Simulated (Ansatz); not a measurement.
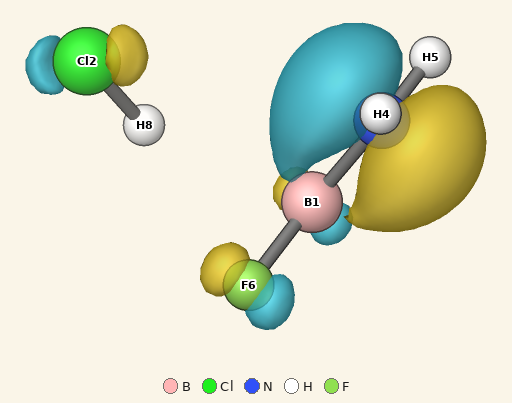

BF₂H₂N···HCl. The HOMO at ±0.2 Å⁻³ᐟ² (yellow and cyan are the two phases), seen at a tilt.

Not at a stationary point (largest force 0.9 eV/Å).

The calculation used RKS PBE/def2-SVP (Ansatz 0.2.0).

```tsv
atom	x (Å)	y (Å)	z (Å)
B	0.0730	0.4722	-0.4418
Cl	0.2044	-0.0368	2.5773
N	1.3325	0.0474	-0.8837
H	1.5119	-0.9024	-1.1985
H	2.1614	0.6312	-0.8138
F	-1.0120	-0.3077	-0.5397
F	-0.1105	1.7201	0.0158
H	-0.2299	1.1048	2.0401
```

### Where does this orbital lie, and at what energy?

By Hirshfeld shares it lies mainly on N3 (about 65 %), B1 (about 10 %) and Cl2 (about 10 %). Its energy is −6.74 eV.
